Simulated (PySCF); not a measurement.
# C4H8BFSe: electronic excitations

Wanted: the electronic excitations of C4H8BFSe (`C[C@@H]1C[Se][C@@H]1BF`), by calculation.

Computed with PySCF 2.14.0, with density-fitted response routines of our own, on a single molecule in the gas phase. Atoms are numbered from 0 throughout.

### Step 1. The starting structure

15 atoms, charge 0, multiplicity 1; geometry from: GFN2-xTB.

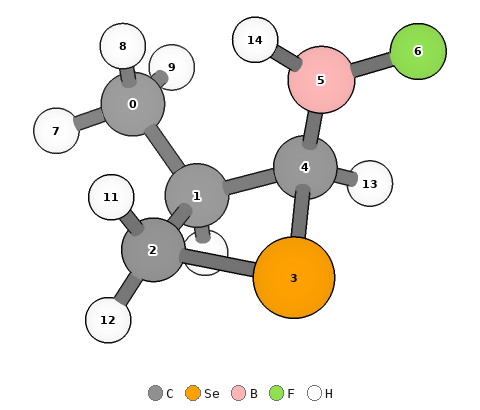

As it starts; carbon grey, selenium orange, boron pink, fluorine green, hydrogen white, atoms numbered.

### Step 2. TDDFT and polarisability: CAM-B3LYP/def2-SVPD

What the job is given:

```
{"job": {"kind": "uv", "xc": "CAM-B3LYP", "basis": "def2-SVPD", "nstates": 8, "ntriplets": 3}, "charge": 0, "multiplicity": 1}
C     -0.791053     1.474588    -0.360835
C     -0.549108     0.048391    -0.828052
C     -1.115999    -1.039859     0.086092
Se     0.404601    -2.275488    -0.246809
C      0.918077    -0.394689    -0.842181
B      1.843397    -0.215418     0.399864
F      3.135047    -0.461452     0.245103
H     -1.857840     1.688934    -0.347200
H     -0.390684     1.624056     0.638418
H     -0.305232     2.177147    -1.034421
H     -0.969301    -0.073365    -1.831413
H     -1.125322    -0.752640     1.136580
H     -2.079996    -1.453182    -0.202472
H      1.394530    -0.400410    -1.821563
H      1.484469     0.061377     1.481320
```

Method: TDDFT CAM-B3LYP/def2-SVPD, vertical, gas phase, core orbitals frozen in the response.

Run with:

```sh
$ OMP_NUM_THREADS=1 python probes_run.py task.json out
```

This one command runs all jobs of the session in turn.

The program printed:

```text
coarse grid: 58312 points
cycle   1  E = -2682.9749429780  dE = -2.127e-02  |g| = 4.922e-01  |ddm| = 6.250e+00
cycle   2  E = -2682.9700263813  dE =  4.917e-03  |g| = 5.919e-01  |ddm| = 1.295e+00
cycle   3  E = -2683.0242495112  dE = -5.422e-02  |g| = 5.748e-02  |ddm| = 5.119e-01
cycle   4  E = -2683.0248283790  dE = -5.789e-04  |g| = 2.249e-02  |ddm| = 1.264e-01
cycle   5  E = -2683.0249315734  dE = -1.032e-04  |g| = 6.381e-03  |ddm| = 4.683e-02
cycle   6  E = -2683.0249438827  dE = -1.231e-05  |g| = 1.999e-03  |ddm| = 1.410e-02
cycle   7  E = -2683.0249451566  dE = -1.274e-06  |g| = 6.496e-04  |ddm| = 4.872e-03
final grid: 123696 points
cycle   8  E = -2683.0248989305  dE = -1.039e-07  |g| = 6.738e-04  |ddm| = 6.655e-03
cycle   9  E = -2683.0248989078  dE =  2.278e-08  |g| = 7.549e-04  |ddm| = 2.214e-03
cycle  10  E = -2683.0248990420  dE = -1.342e-07  |g| = 7.415e-05  |ddm| = 1.150e-03
cycle  11  E = -2683.0248990439  dE = -1.911e-09  |g| = 2.274e-05  |ddm| = 1.695e-04
cycle  12  E = -2683.0248990445  dE = -5.821e-10  |g| = 9.072e-06  |ddm| = 1.492e-04
converged SCF energy = -2683.0248990445

Static polarisability (au): isotropic 86.521, principal 73.362 88.189 98.011

Singlet excitations
state   eV       nm        f      main configurations
  1   3.7801    328.0   0.00383   H->L 0.93
  2   5.3331    232.5   0.04308   H->L+1 0.86
  3   5.9053    210.0   0.02401   H-1->L 0.73, H->L+3 0.09
  4   6.2380    198.8   0.11664   H->L+2 0.60, H->L+3 0.17, H-1->L 0.13
  5   6.4659    191.8   0.01832   H->L+3 0.52, H->L+2 0.24
  6   6.5357    189.7   0.01111   H-2->L 0.83
  7   6.9107    179.4   0.03130   H->L+4 0.58, H->L+5 0.23
  8   6.9877    177.4   0.00639   H-1->L+1 0.65, H-3->L 0.13

Triplet excitations (Tamm-Dancoff, eV): 3.2909 4.7815 4.9463
```

Wall time 2 min (1 thread of Arm Neoverse N1, shared host); peak memory 1 GiB.

Frontier orbitals and where they lie:

| orbital | eV | atoms |
| --- | --- | --- |
| HOMO−3 | -10.80 | C4 16 %, C2 14 %, B5 11 % |
| HOMO−2 | -10.22 | Se3 25 %, C2 17 %, C4 15 % |
| HOMO−1 | -9.53 | Se3 37 %, C4 21 %, C1 10 % |
| HOMO | -7.88 | Se3 68 %, C4 9 %, C2 8 % |
| LUMO | -0.22 | Se3 54 %, C4 15 %, B5 11 % |
| LUMO+1 | 0.71 | Se3 51 %, C2 11 %, B5 8 % |
| LUMO+2 | 1.12 | Se3 36 %, H10 11 %, C1 7 % |

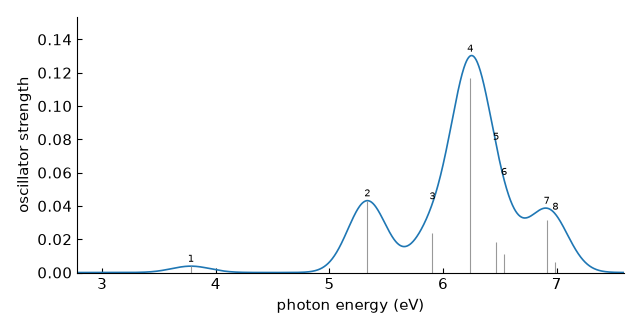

Absorption spectrum from the 8 singlet states computed; above the last one it falls off for lack of states. Lines are broadened to a width of 0.40 eV (Gaussian).

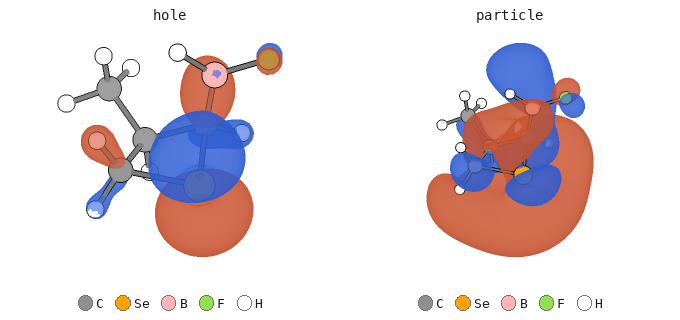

Leading natural transition orbitals of singlet state 4: the electron leaves the hole (left) for the particle orbital (right).

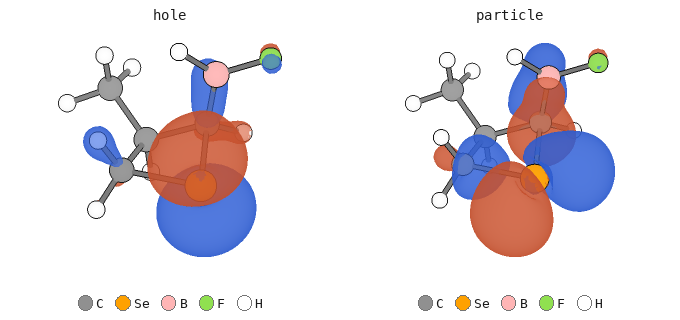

Leading natural transition orbitals of singlet state 1: the electron leaves the hole (left) for the particle orbital (right).

Further results of this job:

| property | computed |
| --- | --- |
| dipole moment (D) | 2.95 |
| polarisability (Å³) | 12.82 |
| HOMO–LUMO gap (eV) | 7.66 |
| −ε(HOMO) (eV) | 7.88 |

The fields below are evaluated on a grid from the run's orbitals.

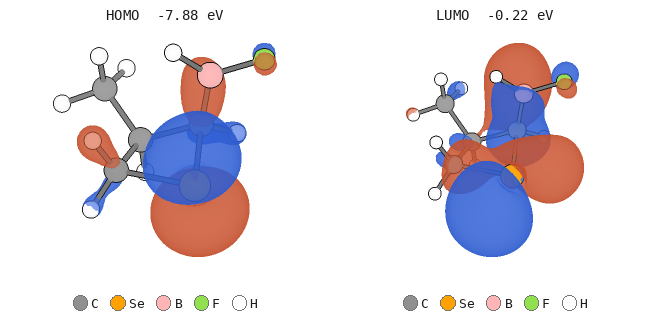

CAM-B3LYP/def2-SVPD orbitals near the gap, drawn at the value that encloses 70 % of each; the two colours are the two signs.

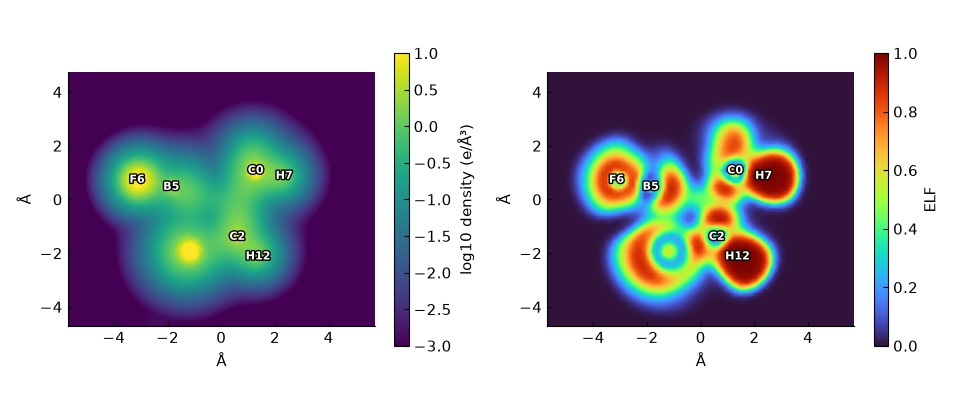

Density (left) and ELF (right) in a plane through or near 6 of the atoms.

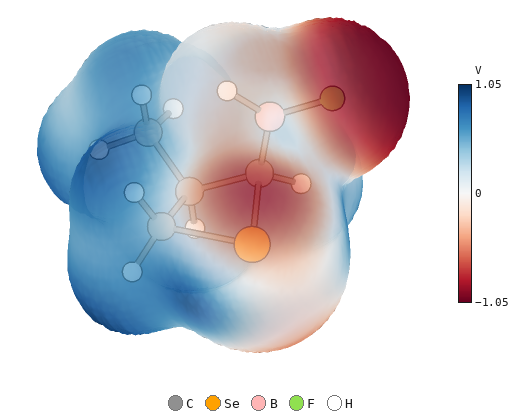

The potential that a unit positive charge feels on the 0.002 e/bohr³ surface, from -1.05 V near F6 to 1.00 V near B5.

### Step 3. Summary of results

```
                                quantity                        value
    lowest singlet (CAM-B3LYP/def2-SVPD)  3.78 eV (328 nm), f = 0.004
brightest single state of those computed  state 4, 6.24 eV, f = 0.117
                          lowest triplet                      3.29 eV
   surface potential, least and greatest           -1.05 V and 1.00 V
```

What this shows: The lowest singlet, at 3.78 eV, is HOMO→LUMO 0.93 and is weak; of the 8 states computed, the strongest absorption comes from state 4 at 6.24 eV. The lowest triplet lies 0.49 eV below the lowest singlet (triplets in Tamm-Dancoff, singlets in full TDDFT).
